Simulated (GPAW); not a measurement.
# Surface energy and work function of Sc(0001) from slabs of 3 to 12 layers (RPBE)

How do energy and work function of Sc(0001) films settle with thickness, and what surface energy follows?

Set-up. GPAW 26.7.0, plane waves at 450 eV with PAW setups; symmetric 1×1 slabs cut at the tabulated lattice constant (two decimals; low-temperature values for the alkali metals), atoms at bulk places, 7.5 Å of vacuum on each side, one in-plane mesh for all thicknesses, Fermi-Dirac smearing of 0.1 eV. Energies are extrapolated to zero smearing and count from the program's reference atoms. Functional RPBE. The cell's area is 9.488 Å².

The runs, one held back:

| layers | energy (eV) | work function (eV) |
| --- | --- | --- |
| 3 | −11.7097 | 3.55 |
| 4 | −16.0742 | 3.56 |
| 5 | −20.4437 | 3.56 |
| 6 | −24.8163 | 3.56 |
| 7 | −29.1883 | 3.56 |
| 8 | −33.5602 | 3.56 |
| 9 | −37.9323 | 3.57 |
| 10 | −42.3036 | 3.56 |
| 11 | −46.6753 | 3.56 |
| 12 | ? | ? |

Q: What surface energy do these runs give, and what energy and work function should the 12-layer slab have?

A: A slab of n layers has E(n) = nε + 2Aγ once its middle is bulk-like. A line through n = 6 to 11 has the slope ε = −4.3718 eV a layer and the intercept 2Aγ = 1.4143 eV (r.m.s. residual 0.2 meV). So γ = 1.4143 / (2 × 9.488 Å²) = 0.0745 eV/Å² = 1.19 J/m², with a standard error of under 0.01 J/m² from the scatter about the line. For 12 layers: 1.4143 + 12 × (−4.3718) = −51.047 eV; the run gives −51.047 eV, 0.3 meV over the line. The work function has no such law: from 6 to 11 layers it moves between 3.56 and 3.57 eV (mean 3.56), and the 12-layer slab gives 3.56 eV. The thinnest slab, 3 layers, lies −0.01 eV from that mean.

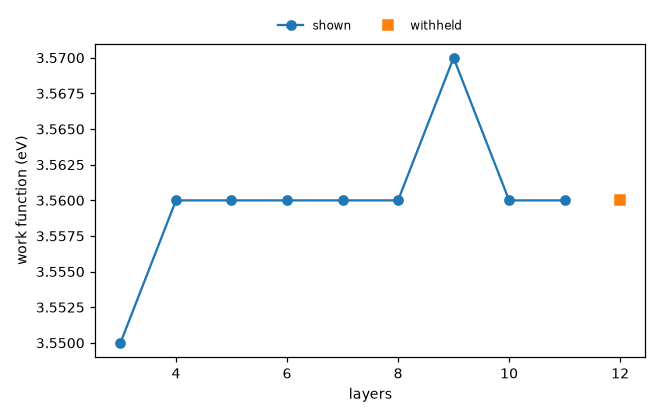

Work function against thickness.

**Limits.** The surfaces are unrelaxed, so γ is an upper bound for this functional and lattice constant. The tabulated lattice constant isn't the functional's own, which strains the slab a little.
